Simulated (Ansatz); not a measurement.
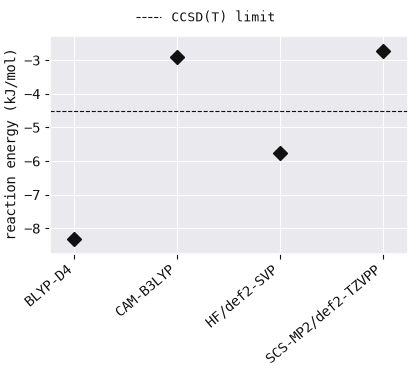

Electronic reaction energy of SiNH₅Se (N[SiH2][SeH]) + SnHF₃ ([F][SnH]([F])[F]) → SnHSeF₃ ([F][Sn]([F])([F])[SeH]) + SiNH₅ (N[SiH3]) (SMILES in brackets) at several levels (functionals in def2-TZVPP unless a basis is named), isolated molecules at PBE0-D4 triple-zeta geometries, minima by their frequencies, no zero-point or thermal terms, the Ansatz code 0.2.0. The line is frozen-core CCSD(T) at the basis limit (MP2 extrapolated from triple and quadruple zeta, plus CCSD(T) less MP2 in a smaller set). No dispersion term is added to CAM-B3LYP. The distance of HF/def2-SVP and SCS-MP2/def2-TZVPP to the limit includes basis error. Core potentials past Kr.

Question: Which level comes closest to the line (CCSD(T) limit), and which misses most?

Answer: Closest HF/def2-SVP (−5.8 kJ/mol), against −4.5 kJ/mol; farthest BLYP-D4 (−8.3 kJ/mol).

Question: Give the values.

Answer:
| level | kJ/mol | less CCSD(T) limit |
| --- | --- | --- |
| BLYP-D4 | −8.3 | −3.8 |
| CAM-B3LYP | −2.9 | 1.6 |
| HF/def2-SVP | −5.8 | −1.3 |
| SCS-MP2/def2-TZVPP | −2.7 | 1.8 |
| CCSD(T) limit | −4.5 | 0.0 |

Note: no scalar relativity up to krypton; outer-core shells are correlated without core-valence functions, which makes the correlated values less sure; spin-orbit coupling is left out, and with Sn it can shift these values.
